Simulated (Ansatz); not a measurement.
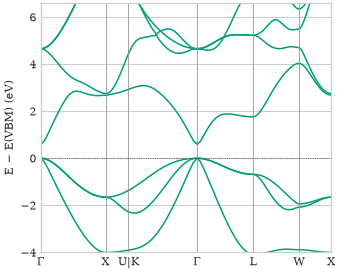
Fig. 1. Band structure from DFT-PBE in the program Ansatz with PAW potentials

### Question
Read off the gap and where the band edges lie.

### Answer
About 0.6 eV (0.58 eV by a search for the band edges); maximum at Γ, minimum at Γ.

The material is CdTe (zinc blende, F-43m).

The cell was relaxed with PBE under the symmetry of its start. Scalar-relativistic: spin–orbit coupling is off unless named, which matters more the heavier the elements.

Potentials: the later of the program's two PAW sets.
